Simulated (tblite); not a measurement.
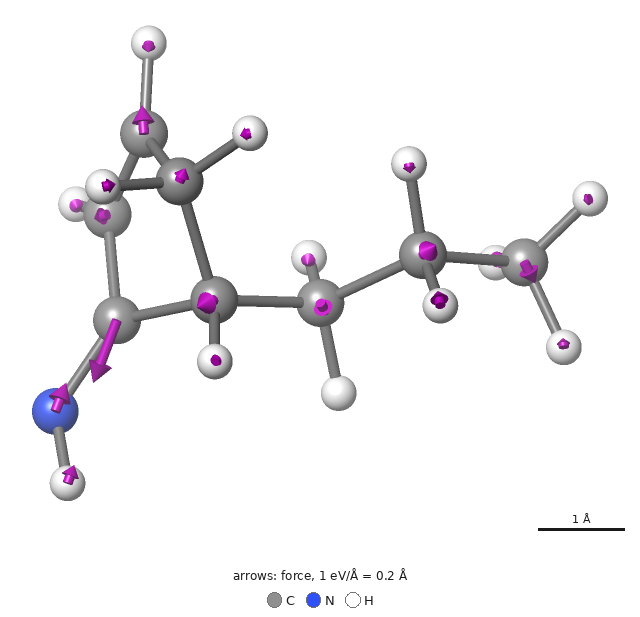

Starting geometry of C8H13N with the computed forces as purple arrows. Style: ball-and-stick. Shown face on.

All numbers below come from tblite, GFN2-xTB geometry optimisation, gas phase. 

> What follows when this structure is relaxed?

It isn't relaxed: the largest force vector, on a C atom, is 4.00 eV/Å. The final displacements have little in common with the starting forces (cosine between the two patterns 0.15). The energy falls by 21.3 kcal/mol in 116 geometry steps. The largest move after the best rigid fit is that of an H atom, 1.63 Å. Largest moves by element: H 1.63 Å, C 0.91 Å, N 0.62 Å. Among the contacts that change: C–C 1.489 → 1.527 Å, C–H 1.131 → 1.093 Å, C–N 1.298 → 1.261 Å, C–H 1.099 → 1.077 Å. Among the angles between lasting bonds that change: C–N–H 123.1° → 115.1°, C–C–C 97.2° → 104.4°, C–C–C 98.8° → 104.5°. Groups turn about C–C by about 45°, C–C by about 45°, C–C by about 30°.
